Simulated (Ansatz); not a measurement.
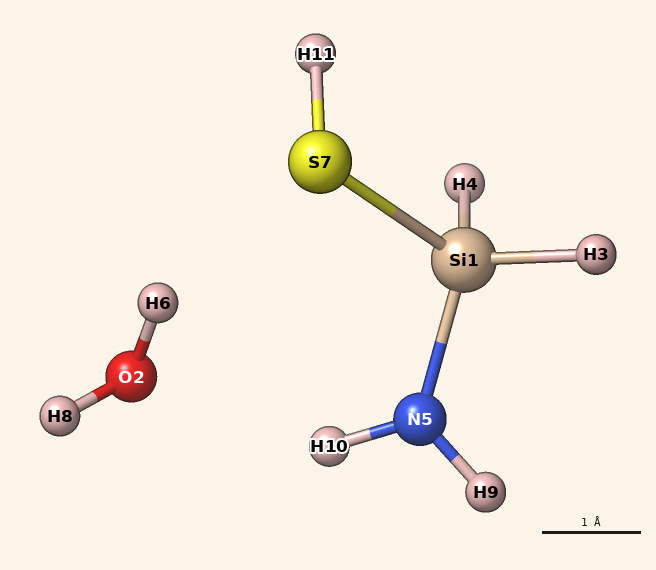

The computed structure is the end point of a PBE0-D4/def2-TZVP optimisation.

Find the hydrogen bonds (donors O, N, F, S or Cl) and give their geometry.

```tsv
D–H···A	D–H (Å)	H···A (Å)	angle (°)	kind
O2–H6···S7	0.97	2.48	154	intermolecular
N5–H10···O2	1.01	2.15	142	intermolecular
```
